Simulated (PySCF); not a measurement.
**USCS-MP2/cc-pVTZ run of PH (SMILES [PH])**

Aim: the energy change on altering one bond length of PH at USCS-MP2/cc-pVTZ, from 2 runs. Input form: a Python script.

The calculation is run with PySCF 2.14.0.

4 further runs of the same task are left out: 4 set aside as unsound or not needed.

## 1. Starting point

PH: 2 atoms, total charge 0, spin state triplet. SMILES: `[PH]`. The coordinates come from a PBE0-D4/def2-TZVP relaxation.

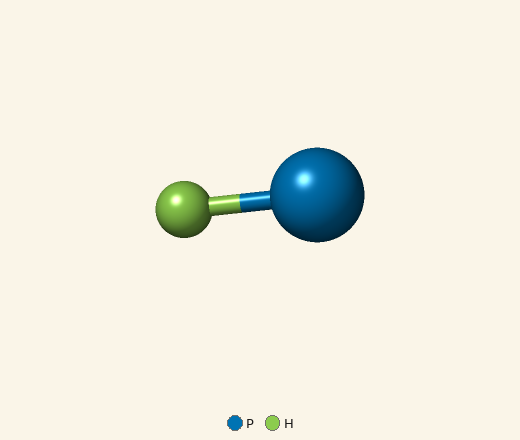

Viewed from a chosen angle; phosphorus blue, hydrogen green.

## 2. The energy at USCS-MP2/cc-pVTZ

calc.py reads:

```python
from pyscf import gto, mp

system = gto.M(
    atom='P -0.000000 -0.000000 -0.014610; H 0.000000 0.000000 1.413680',
    verbose=3,
    charge=0,
    basis='cc-pvtz',
    max_memory=1860,
    spin=2,
)

hf = system.UHF()
hf.conv_tol = 1e-10
hf.kernel()
if not hf.converged:
    hf = hf.newton().run(hf.mo_coeff, hf.mo_occ)

pt = mp.MP2(hf, frozen=5).run()
e_final = hf.e_tot + 1.2 * pt.e_corr_os + pt.e_corr_ss / 3
print(f'total energy: {e_final:.8f} hartree')
```

The run is started by

```sh
$ OMP_NUM_THREADS=1 python calc.py
```

Output:

```text
WARN: HOMO -0.169318315605692 >= LUMO -0.169318315605695

converged SCF energy = -341.297699696694  <S^2> = 2.0270443  2S+1 = 3.0179757
E(UMP2) = -341.403982127276  E_corr = -0.106282430582045
E(SCS-UMP2) = -341.406053164366  E_corr = -0.1083534676721
total energy: -341.40605316 hartree
```

Run time: 0.76 s. Hardware: 1 thread of Arm Neoverse V2, shared host; peak memory 0.12 GiB.

## 3. The distorted shape

job.py reads:

```python
from pyscf import gto, mp

molecule = gto.M(
    atom='''
P      0.000000     0.000000    -0.432407
H      0.000000     0.000000     2.671468
''',
    charge=0,
    max_memory=1860,
    spin=2,
    verbose=4,
    unit='bohr',
    basis='cc-pvtz',
)

myscf = molecule.UHF()
myscf.conv_tol = 1e-10
myscf.kernel()
if not myscf.converged:
    myscf = myscf.newton().run(myscf.mo_coeff, myscf.mo_occ)

pt = mp.MP2(myscf, frozen=5).run()
etot = myscf.e_tot + 1.2 * pt.e_corr_os + pt.e_corr_ss / 3
print('E = %.10f Eh' % etot)
```

The run is started by

```sh
$ OMP_NUM_THREADS=1 python job.py
```

Output:

```text
PySCF version 2.14.0

[INPUT] num. atoms = 2
[INPUT] num. electrons = 16
[INPUT] charge = 0
[INPUT] spin (= nelec alpha-beta = 2S) = 2
[INPUT] symmetry False subgroup None
[INPUT] Mole.unit = bohr
[INPUT] Symbol           X                Y                Z      unit          X                Y                Z       unit  Magmom
[INPUT]  1 P      0.000000000000   0.000000000000  -0.228819930242 AA    0.000000000000   0.000000000000  -0.432407000000 Bohr   0.0
[INPUT]  2 H      0.000000000000   0.000000000000   1.413679985302 AA    0.000000000000   0.000000000000   2.671468000000 Bohr   0.0

nuclear repulsion = 4.83266884136764
number of shells = 15
number of NR pGTOs = 75
number of NR cGTOs = 48
basis = cc-pvtz
ecp = {}

******** <class 'pyscf.scf.uhf.UHF'> ********
method = UHF
initial guess = minao
damping factor = 0
level_shift factor = 0
DIIS = <class 'pyscf.scf.diis.CDIIS'>
diis_start_cycle = 1
diis_space = 8
diis_damp = 0
SCF conv_tol = 1e-10
SCF conv_tol_grad = None
SCF max_cycles = 50
direct_scf = True
direct_scf_tol = 1e-13
number electrons alpha = 9  beta = 7
Set gradient conv threshold to 1e-05
init E= -340.855344171235
[... the frontier-level lines of each cycle are left out ...]


cycle= 1 E= -341.26289965081  delta_E= -0.408  |g|= 0.123  |ddm|= 0.715
cycle= 2 E= -341.279550990191  delta_E= -0.0167  |g|= 0.0447  |ddm|= 0.186
cycle= 3 E= -341.281893170178  delta_E= -0.00234  |g|= 0.0195  |ddm|= 0.0537
cycle= 4 E= -341.28257716764  delta_E= -0.000684  |g|= 0.00633  |ddm|= 0.0368
cycle= 5 E= -341.282654541074  delta_E= -7.74e-05  |g|= 0.00185  |ddm|= 0.0122
cycle= 6 E= -341.282661302573  delta_E= -6.76e-06  |g|= 0.000497  |ddm|= 0.00358
cycle= 7 E= -341.282661876841  delta_E= -5.74e-07  |g|= 0.000206  |ddm|= 0.00093
cycle= 8 E= -341.282662028236  delta_E= -1.51e-07  |g|= 0.000127  |ddm|= 0.000552
cycle= 9 E= -341.282662113972  delta_E= -8.57e-08  |g|= 8.25e-05  |ddm|= 0.000479
cycle= 10 E= -341.282662167602  delta_E= -5.36e-08  |g|= 1.13e-05  |ddm|= 0.000684
cycle= 11 E= -341.282662168054  delta_E= -4.52e-10  |g|= 3.08e-06  |ddm|= 5.38e-05
cycle= 12 E= -341.282662168074  delta_E= -1.99e-11  |g|= 7.24e-07  |ddm|= 8.34e-06
Extra cycle  E= -341.282662168075  delta_E= -8.53e-13  |g|= 3.88e-07  |ddm|= 1.4e-06
converged SCF energy = -341.282662168075  <S^2> = 2.0265566  2S+1 = 3.0176525

******** <class 'pyscf.mp.ump2.UMP2'> ********
nocc = (np.int64(4), np.int64(2)), nmo = (43, 43)
frozen orbitals 5
E(UMP2) = -341.390356522149  E_corr = -0.10769435407331
E(SCS-UMP2) = -341.392743578862  E_corr = -0.11008141078714
E_corr(same-spin) = -0.0220982470394207
E_corr(oppo-spin) = -0.085596107033889
E = -341.3927435789 Eh
```

It took 0.72 s on 1 thread of Arm Neoverse V2, shared host; peak memory 0.12 GiB.

## 4. What came out

Level: USCS-MP2/cc-pVTZ, 5 core orbitals frozen.

| quantity | value |
| --- | --- |
| first shape: total energy | -341.40605 Eh |
| first shape: dipole moment (Hartree–Fock density) | 0.54 D |
| first shape: HOMO energy (Hartree–Fock orbitals) (highest over α and β) | -10.49 eV |
| first shape: LUMO energy (Hartree–Fock orbitals) (lowest over α and β) | 1.33 eV |
| first shape: correlation energy (5 core orbitals frozen) | -108.4 mEh |
| first shape: ⟨S²⟩ of the reference determinant | 2.027 |
| distorted shape: total energy | -341.39274 Eh |
| distorted shape: dipole moment (Hartree–Fock density) | 0.18 D |
| distorted shape: HOMO energy (Hartree–Fock orbitals) (highest over α and β) | -10.59 eV |
| distorted shape: LUMO energy (Hartree–Fock orbitals) (lowest over α and β) | 1.27 eV |
| distorted shape: correlation energy (5 core orbitals frozen) | -110.1 mEh |
| distorted shape: ⟨S²⟩ of the reference determinant | 2.027 |
| energy change with the P1–H2 bond stretched from 1.428 to 1.643 Å | 0.362 eV |

With the P1–H2 bond stretched from 1.428 to 1.643 Å the energy rises by 0.36 eV (34.9 kJ/mol). The first shape isn't relaxed at this level, so the change isn't measured from a minimum.
